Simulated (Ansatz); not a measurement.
```tsv
atom	x (Å)	y (Å)	z (Å)
Al	0.0652	-0.1007	-0.0525
Cl	0.1180	-0.6591	2.0716
N	1.5986	-0.1657	-0.9194
H	2.4921	-0.4083	-0.5002
H	1.7216	0.0853	-1.8986
H	-1.3001	0.2390	-0.7405
H	0.0015	2.4206	1.0655
H	0.0125	1.8538	1.5091
```

Not at a stationary point (largest force 1.8 eV/Å).

The calculation used Ansatz 0.2.0, RKS B3LYP-D4/def2-SVP.

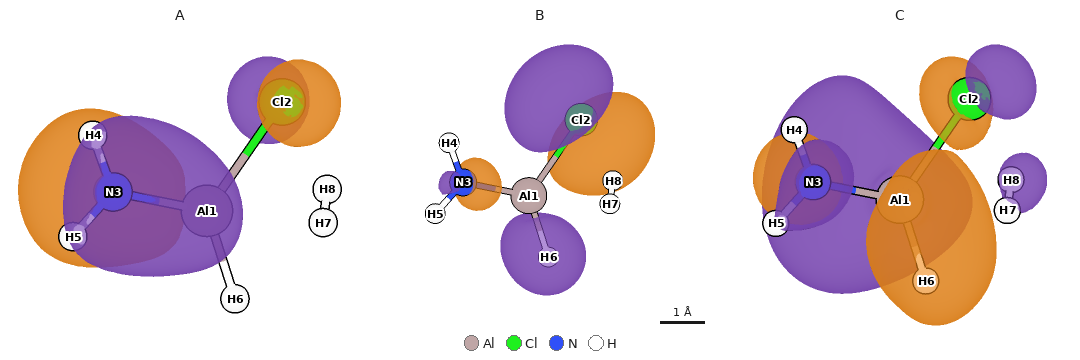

AlClH₃N···H₂. Three frontier orbitals at ±0.08 Å⁻³ᐟ² (orange and purple are the two phases), in no order.

Which picture is the HOMO−1, the HOMO and the LUMO?

B is the HOMO−1 (−8.19 eV). By Hirshfeld shares it lies mainly on Cl2 (about 80 %) and H6 (about 5 %); largely a lone pair of Cl2. A is the HOMO (−7.36 eV). Its weight (Hirshfeld) is mainly on N3 (about 70 %); largely a lone pair of N3. C is the LUMO (−0.23 eV). Its weight (Hirshfeld) is mainly on Al1 (about 65 %), N3 (about 10 %), Cl2 (about 10 %) and H6 (about 5 %).

What is the HOMO–LUMO gap?

7.13 eV between the orbital energies.
